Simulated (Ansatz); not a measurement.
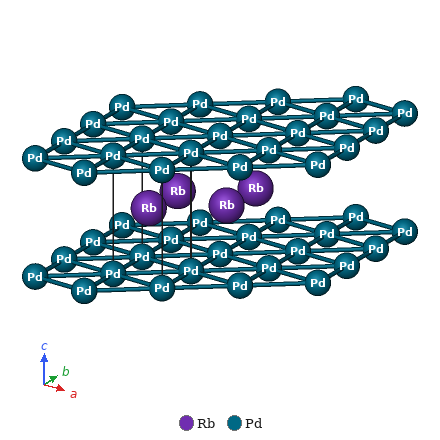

RbPd (space group P-6m2, No. 187). Coordinates: the end point of a relaxation with DFT PBE, scalar-relativistic, plane waves, PAW in Ansatz 0.2.0; the starting structure was generated, so it need not be a known form of this composition.

Bonds are taken as Pd–Pd below 3.9 Å; Rb is left out of the net, as the electropositive filling of the structure; no other contact counts. Simplification: prune 0- and 1-connected atoms, fold 2-connected ones into links.

> What kind of net remains, and which atoms are its nodes?

A uninodal 6-connected, two-periodic (layers) net: Pd is a 6-connected node.

> Which named net is it?

It is the hxl net, known from the triangular lattice.

> How do the layers lie?

The layers lie parallel to (001).

> How many nodes does the smallest cycle have?

Three.

> Give the first ten terms of the coordination sequence (nodes one, two, three … edges away).

Pd: 6, 12, 18, 24, 30, 36, 42, 48, 54, 60.
